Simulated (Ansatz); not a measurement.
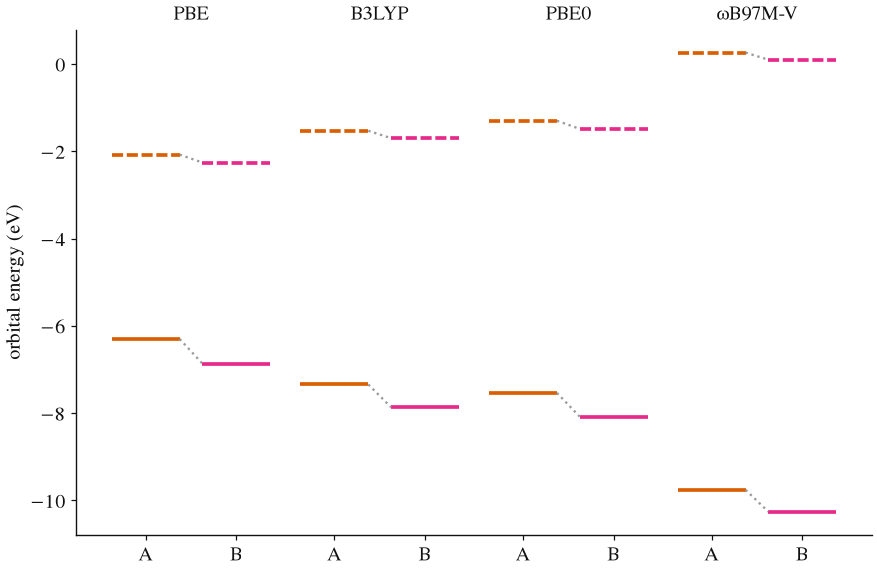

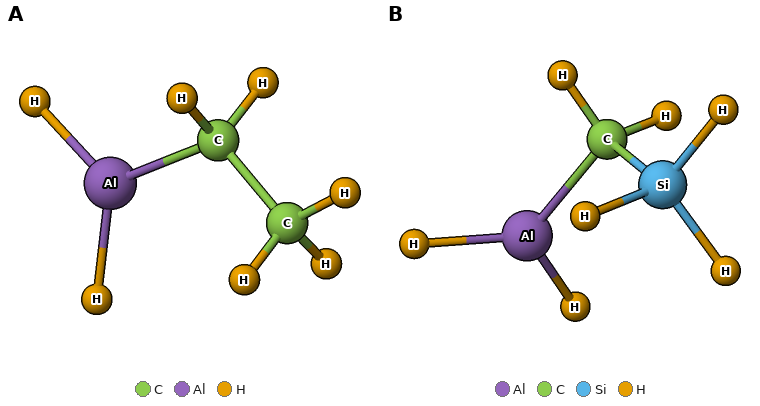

One change: A, C₂H₇Al (SMILES C[CH2][AlH2]), becomes B, CH₇AlSi (SMILES [AlH2][CH2][SiH3]). CH₃ on C is replaced by SiH₃. HOMO (solid) and LUMO (dashed) computed in def2-TZVPP at PBE0-D4/def2-TZVP geometries, both minima by their frequencies, gas phase, the Ansatz code 0.2.0. Empty levels above zero depend strongly on the basis.

**What does the change do to HOMO and LUMO?**

PBE: the HOMO falls by 0.56 eV, the LUMO falls by 0.18 eV, and the separation goes from 4.22 to 4.61 eV. B3LYP: the HOMO falls by 0.52 eV, the LUMO falls by 0.17 eV, and the separation goes from 5.81 to 6.17 eV. PBE0: the HOMO falls by 0.54 eV, the LUMO falls by 0.19 eV, and the separation goes from 6.24 to 6.59 eV. ωB97M-V: the HOMO falls by 0.50 eV, the LUMO falls by 0.16 eV, and the separation goes from 10.02 to 10.36 eV.

**Do the functionals agree on the effect?**

They agree on the direction for both levels; the HOMO shift lies between −0.56 and −0.50 eV and the LUMO shift between −0.19 and −0.16 eV, while the separations themselves differ by up to 5.8 eV between functionals.
